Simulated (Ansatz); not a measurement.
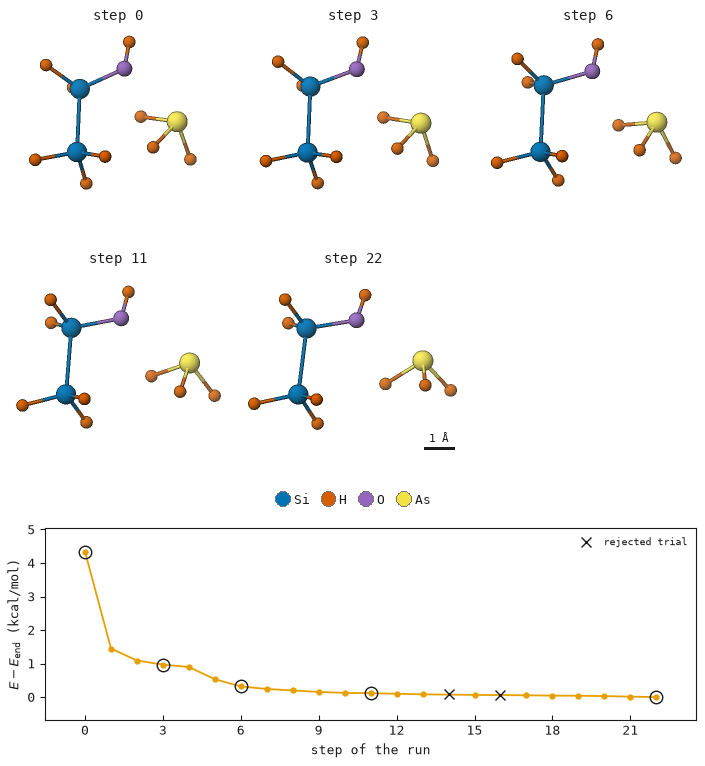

Frames of a relaxation of Si2AsH9O, marked on the history of the run. The picture is a ball-and-stick view, seen at a tilt.

The run prepares an end point of a later path (reaction) calculation, from a guessed geometry.

The calculation used RKS PBE/def2-SVP in Ansatz 0.2.0. Set-up: no spin polarisation; force threshold 0.03 eV/Å; at most 50 steps.

### Describe the path.

Over 20 accepted moves (22 points after the start) the energy falls by 4.34 kcal/mol. The largest force component goes from 1.1 to 0.027 eV/Å. The line search rejected the trial steps at points 14, 16 of the run. The forces were under the threshold at step 9, but the run went on from there. An H atom moves most after the best rigid fit: 1.27 Å. Largest moves by element: H 1.27 Å, As 0.63 Å, Si 0.49 Å, O 0.38 Å. Among the contacts that change: Si–Si 2.260 → 2.351 Å, As–H 1.515 → 1.538 Å, As–H 1.555 → 1.545 Å. Bond angles that change, for instance: Si–Si–O 108.5° → 105.6°, Si–Si–H 113.4° → 110.8°. Groups turn about Si–Si by about 35°. From step 0 to 3: H and As atoms move most (0.33 Å), energy −3.37 kcal/mol. From step 3 to 6: an H atom moves most (0.38 Å), energy −0.65 kcal/mol. From step 6 to 11: H atoms move most (0.36 Å), energy −0.20 kcal/mol. From step 11 to 22: an H atom moves most (0.40 Å), energy −0.12 kcal/mol.

```
step  E − E(0), kcal/mol  largest force component, eV/Å      note
   0                0.00                         1.1135          
   1               -2.89                         0.2558          
   2               -3.25                         0.1194          
   3               -3.37                         0.0658          
   4               -3.44                         0.3449          
   5               -3.80                         0.2199          
   6               -4.02                         0.0566          
   7               -4.10                         0.1430          
   8               -4.14                         0.0851          
   9               -4.19                         0.0223          
  10               -4.21                         0.0343          
  11               -4.22                         0.1260          
  12               -4.24                         0.0621          
  13               -4.26                         0.0051          
  14               -4.26                         0.1851  rejected
  15               -4.27                         0.0368          
  16               -4.27                         0.1409  rejected
  17               -4.29                         0.0350          
  18               -4.29                         0.0615          
  19               -4.30                         0.1389          
  20               -4.31                         0.0923          
  21               -4.33                         0.0112          
  22               -4.34                         0.0270
```

Limits of the set-up: the start holds two separate molecules, 2.5 Å apart at their closest, whose relative position is a soft coordinate and is computed without a dispersion correction.
